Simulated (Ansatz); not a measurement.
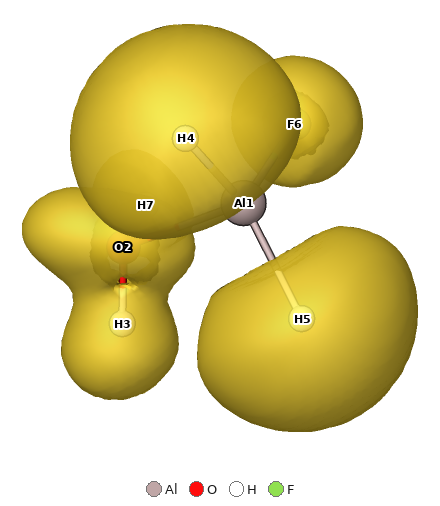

Figure 1: AlFH₄O. Isosurface of the electron localisation function at 0.75 (yellow), seen at an oblique angle. Only the valence region is drawn (cores and ρ < 0.01 e/Å³ removed).

The calculation used Ansatz, RKS B3LYP-D4/def2-SVP.

Input

```
crystal:
  periodic: [false, false, false]
  atoms:
    - { symbol: Al, position_ang: [0.05691, 0.41653, -0.502714] }
    - { symbol: O, position_ang: [-0.040422, -0.007599, 2.425044] }
    - { symbol: H, position_ang: [-0.957412, -0.118548, 2.715507] }
    - { symbol: H, position_ang: [1.459883, -0.117067, -0.973964] }
    - { symbol: H, position_ang: [-1.359081, -0.157916, -0.884972] }
    - { symbol: F, position_ang: [0.047101, 1.881036, 0.340182] }
    - { symbol: H, position_ang: [0.032021, 0.962064, 2.251716] }
basis:
  gaussian: { orbitals: def2-SVP }
hamiltonian:
  xc: b3lyp
  dispersion: d4
relax:
  f_tol: 0.03
  max_steps: 50
output:
  orbitals: {}
```

Run with:

```sh
ansatz run input.yaml --threads 1 --pin off --max-ram 2048MiB --backend cpu --events-out ev --progress --plain --runs-dir out
```

The fields are those of the run's last geometry, not of the input's.

Question: Where are the electrons localised?

Answer: At this value the surface marks out two regions around hydrogen nuclei, one region wrapped around F (its valence shell) and one joined region spread over several atoms (H, O), in which their bonds and any lone pairs are merged.

Values along the shortest contacts:
Al–F (1.70 Å): the ELF peaks at about 0.85 in the valence shell of F, 0.6 Å from its nucleus, and is about 0.25 at the midpoint. Al–O (2.02 Å): the ELF peaks at about 0.95 in the valence shell of O, 0.7 Å from its nucleus, and is about 0.40 at the midpoint.
